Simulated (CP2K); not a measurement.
Consider 1,3,4-thiadiazole at its PBE geometry (Å).

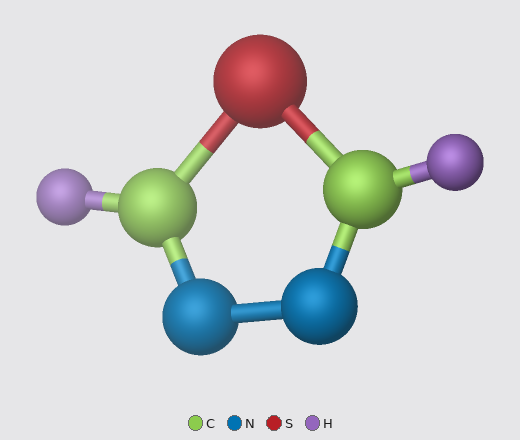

The molecule (carbon green, nitrogen blue, sulfur red, hydrogen purple).

```xyz
7

C     1.1687    0.1710   -0.1267
N     0.7762   -0.9080    0.5101
N    -0.5851   -0.9970    0.5940
C    -1.1874    0.0167    0.0161
S    -0.1186    1.1775   -0.6851
H     2.2149    0.4173   -0.2898
H    -2.2687    0.1225   -0.0185
```

Method: CP2K XAS_TDP, all-electron GAPW, PBEh(45%), aug-cc-pVDZ, TDA, GW2X-corrected core level, no relativity.

Question: Predict the bright core excitations at the N K edge.

Leading lines: N2 400.42 eV. The leading line of an atom is its first one with 35 % of the strongest within 2.5 eV of its lowest line over the strength cut. Core ionisation energies at this level: N2 406.57 eV.

The first six lines of each atom with a strength over 0.0015:

| atom | energy (eV) | states | strength, one atom | above the computed threshold |
| --- | --- | --- | --- | --- |
| N2 (bonded to C and N), 2 alike | 400.42 | 1 | 0.0527 |  |
|  | 403.21 | 1 | 0.0035 |  |
|  | 404.22 | 1 | 0.0133 |  |
|  | 405.65 | 1 | 0.0091 |  |
|  | 406.32 | 1 | 0.0026 |  |
|  | 406.42 | 1 | 0.0066 |  |

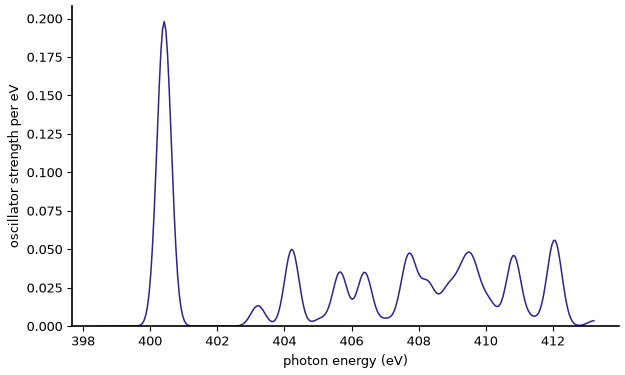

All atoms added, broadened by 0.5 eV.

Lines are vertical, at one geometry, with no vibrational structure. GW2X ionisation energies and lines can be off by 1 to 2 eV either way, and a good line position may hide errors that cancel. These values hold no scalar relativity, about 0.2 eV for N 1s. Rydberg lines, and the discretised continuum above threshold, depend on the basis and the box.

[Banner, clock and machine lines of the logs are left out without a mark of their own.]

[Logs are printed without paths, hosts, clocks, repeated set-up lines and the standing remarks that a program may print on its own settings, such as how far it seeks lower states.]

[Hosts, paths, dates, database ids (printed as entryN), source tags and the programs' standing remarks are cut or masked in the printed files.]
